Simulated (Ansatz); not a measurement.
Formation energy of the bound charge states of F on the C site (F_C) in 4H silicon carbide (start: the C(k) site; 96-site cell, 2×2×2 shifted sampling) against the Fermi level, C-rich (Δμ(C) = 0.00 eV, Δμ(F) = -3.81 eV, bounded by SiF4 molecule; only phases computed here count, gases as isolated molecules at 0 K). These are PBE, PAW (plane waves to 420 eV; Ansatz, an electronic-structure program) values and carry that method's errors.

Cell and caveats: 96-site cell; 2×2×2 shifted k-points; host gap 2.23 eV; charged states image-corrected; corrections pass 1 eV, so highly charged states may be off by several tenths; flagged in the runs: a host whose relaxation on this sampling wasn't shown to rest, a strain field that reaches the edge of the cell.

Left out: charge 0 (carrier in host band states); charge −1 (carrier in host band states).

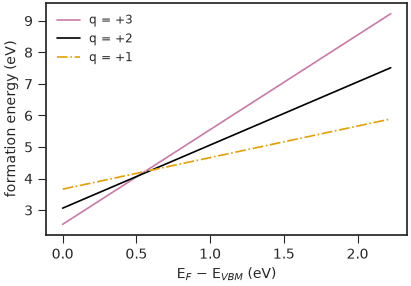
*Formation energy of each charge state against the Fermi level*

Crossings of the lowest lines: (+3/+2) at 0.51 eV; (+2/+1) at 0.60 eV. At the valence-band maximum: q = +3: 2.55 eV; q = +2: 3.06 eV; q = +1: 3.66 eV.
